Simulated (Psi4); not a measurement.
**[BF2]+ (SMILES F[B+]F) at B97-D/def2-TZVPP (sfX2C, density fitting)**

What is the electrostatic solvation energy at fixed shape (ddPCM, dimethylsulfoxide) of [BF2]+ at B97-D/def2-TZVPP (sfX2C, density fitting)? The job is set up through a Python script.

The results are computed with Psi4 1.11.

1 further run of the same task is left out (set aside as unsound or not needed).

## (1) Starting point

[BF2]+ has 3 atoms, charge +1, and is taken as a singlet. SMILES: `F[B+]F`. Geometry: relaxed at GFN2-xTB.

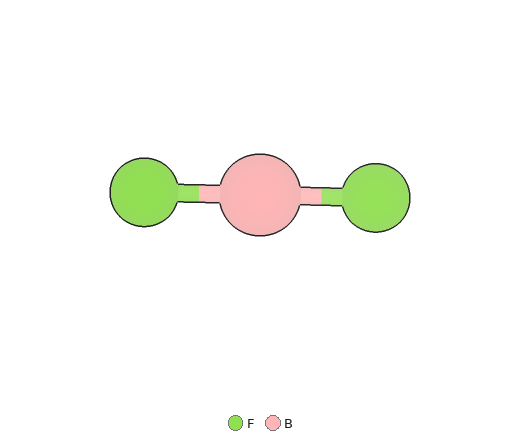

The structure, seen from a chosen angle (fluorine green, boron pink).

## (2) The energy at B97-D/def2-TZVPP (sfX2C, density fitting)

The input, bf2.xyz:

```xyz
3
BF2
F      0.327370     1.133870     0.305680
B      0.000740    -0.000320     0.000370
F     -0.328120    -1.133550    -0.306050
```

The input, calc.py:

```python
import psi4

psi4.set_memory(1600000000)
psi4.set_num_threads(1)
psi4.core.set_output_file('output.dat', False)

with open('bf2.xyz') as f:
    atoms = ''.join(f.readlines()[2:])
mol = psi4.geometry('1 1\n' + atoms + 'symmetry c1\nno_reorient\nno_com')

psi4.set_options({
    'reference': 'rks',
    'scf_type': 'df',
    'relativistic': 'x2c',
})

energy_value = psi4.energy('b97-d/def2-TZVPP', molecule=mol)
print(f'total energy {energy_value:.8f} hartree = {energy_value * 27.211386:.5f} eV')
```

Launch:

```
python calc.py
```

output.dat:

```text
[...]
  Running in c1 symmetry.
[...]
  Nuclear repulsion =   56.645161755190429
[...]
  Multiplicity = 1
[...]
  Nalpha       = 11
  Nbeta        = 11
[...]
    Number of basis functions: 93
[...]
    WARNING: The X2C and Dirac Hamiltonians have substatially different eigenvalues!
             This is probably caused by the recontraction of the basis set.
[...]
   @DF-RKS iter   1:  -224.34569006913918    8.70514e-02   5.52859e-03 DIIS/ADIIS
[...]
   @DF-RKS iter   7:  -224.41389070421937    2.83649e-11   5.35051e-07 DIIS
[...]
    Orbital Energies [Eh]
    ---------------------
    Doubly Occupied:
       1A    -24.675039     2A    -24.675015     3A     -7.049825
       4A     -1.539071     5A     -1.531004     6A     -0.871446
       7A     -0.865597     8A     -0.811771     9A     -0.811771
      10A     -0.759303    11A     -0.759303
[...]
  @DF-RKS Final Energy:  -224.41389070421937
   => Energetics <=
    Nuclear Repulsion Energy =             56.6451617551904292
    One-Electron Energy =                -416.0073877536600548
    Two-Electron Energy =                 159.6320098306319437
    DFT Exchange-Correlation Energy =     -24.6832295174527729
    Empirical Dispersion Energy =          -0.0004450189288869
    VV10 Nonlocal Energy =                  0.0000000000000000
    Total Energy =                       -224.4138907042193694
[...]
 Multipole Moments:
 ------------------------------------------------------------------------------------
     Multipole            Electronic (a.u.)      Nuclear  (a.u.)        Total (a.u.)
 ------------------------------------------------------------------------------------
 L = 1.  Multiply by 2.5417464519 to convert [e a0] to [Debye]
 Dipole X            :          0.0077540           -0.0057637            0.0019903
 Dipole Y            :         -0.0032693            0.0024188           -0.0008504
 Dipole Z            :          0.0037916           -0.0027968            0.0009949
 Magnitude           :                                                    0.0023821
[...]
```

The script printed:

```text
total energy -224.41389070 hartree = -6106.61300 eV
```

It took 4.8 s on 1 thread of Intel Xeon Platinum 8259CL at 2.50GHz (Skylake/Cascade Lake), shared host; peak memory 0.36 GiB.

## (3) A single-point energy at B97-D/def2-TZVPP (sfX2C, density fitting, ddPCM dimethylsulfoxide)

The input, calc.py:

```python
import psi4

psi4.set_memory(1600000000)
psi4.set_num_threads(1)
psi4.set_output_file('run.log', False)

geom = psi4.geometry("""
1 1
F      0.327370     1.133870     0.305680
B      0.000740    -0.000320     0.000370
F     -0.328120    -1.133550    -0.306050
symmetry c1
no_reorient
no_com
""")

psi4.set_options({
    'reference': 'rks',
    'scf_type': 'df',
    'relativistic': 'x2c',
    'ddx': True,
    'ddx_model': 'pcm',
    'ddx_solvent': 'dimethylsulfoxide',
    'ddx_radii_set': 'uff',
})

e, wfn = psi4.energy("b97-d/def2-TZVPP", molecule=geom, return_wfn=True)
print(f'b97-d/def2-TZVPP energy: {e:.10f} Eh')
```

Launch:

```
python calc.py
```

run.log:

```text
[...]
  Running in c1 symmetry.
[...]
  Nuclear repulsion =   56.645161755190429
[...]
  Multiplicity = 1
[...]
  Nalpha       = 11
  Nbeta        = 11
[...]
    Number of basis functions: 93
[...]
    WARNING: The X2C and Dirac Hamiltonians have substatially different eigenvalues!
             This is probably caused by the recontraction of the basis set.
[...]
   @DF-RKS iter   1:  -224.45742241241823   -2.48807e-02   5.50100e-03 ADIIS/DIIS
[...]
   @DF-RKS iter   6:  -224.52336173968558   -9.14275e-07   6.49492e-07 DIIS
[...]
    Orbital Energies [Eh]
    ---------------------
    Doubly Occupied:
       1A    -24.462974     2A    -24.462949     3A     -6.839334
       4A     -1.327266     5A     -1.319127     6A     -0.662126
       7A     -0.656923     8A     -0.599394     9A     -0.599390
      10A     -0.547872    11A     -0.547869
[...]
  @DF-RKS Final Energy:  -224.52336173968558
   => Energetics <=
    Nuclear Repulsion Energy =             56.6451617551904292
    One-Electron Energy =                -416.0018449443384156
    Two-Electron Energy =                 159.6303937719093256
    DFT Exchange-Correlation Energy =     -24.6868546142954628
    Empirical Dispersion Energy =          -0.0004450189288869
    VV10 Nonlocal Energy =                  0.0000000000000000
    DD Solvation Energy =                 -0.1097726892225558
    Total Energy =                       -224.5233617396855834
[...]
 Multipole Moments:
 ------------------------------------------------------------------------------------
     Multipole            Electronic (a.u.)      Nuclear  (a.u.)        Total (a.u.)
 ------------------------------------------------------------------------------------
 L = 1.  Multiply by 2.5417464519 to convert [e a0] to [Debye]
 Dipole X            :          0.0078904           -0.0057637            0.0021268
 Dipole Y            :         -0.0033968            0.0024188           -0.0009779
 Dipole Z            :          0.0038527           -0.0027968            0.0010559
 Magnitude           :                                                    0.0025680
[...]
```

On the terminal:

```text
b97-d/def2-TZVPP energy: -224.5233617397 Eh
```

Wall time 6.9 s (1 thread of Intel Xeon Platinum 8259CL at 2.50GHz (Skylake/Cascade Lake), shared host); peak memory 0.37 GiB.

## (4) Outcome

At B97-D/def2-TZVPP (sfX2C, density fitting):

```
                                            quantity          value
                             gas phase: total energy  -224.41389 Eh
                              gas phase: HOMO energy      -20.66 eV
                              gas phase: LUMO energy       -9.26 eV
                            gas phase: HOMO–LUMO gap       11.40 eV
                        gas phase: dispersion energy   -1.17 kJ/mol
              ddPCM, dimethylsulfoxide: total energy  -224.52336 Eh
               ddPCM, dimethylsulfoxide: HOMO energy      -14.91 eV
               ddPCM, dimethylsulfoxide: LUMO energy       -3.36 eV
             ddPCM, dimethylsulfoxide: HOMO–LUMO gap       11.55 eV
         ddPCM, dimethylsulfoxide: dispersion energy   -1.17 kJ/mol
ddPCM, dimethylsulfoxide: solvent term in the energy  -288.2 kJ/mol
    energy change from gas to solvent at fixed shape      -2.979 eV
```

What this shows: The solvent model (ddPCM, dimethylsulfoxide) lowers the energy by 2.98 eV (−287 kJ/mol) at the same shape. It holds the electrostatic part alone, without cavity or dispersion terms.
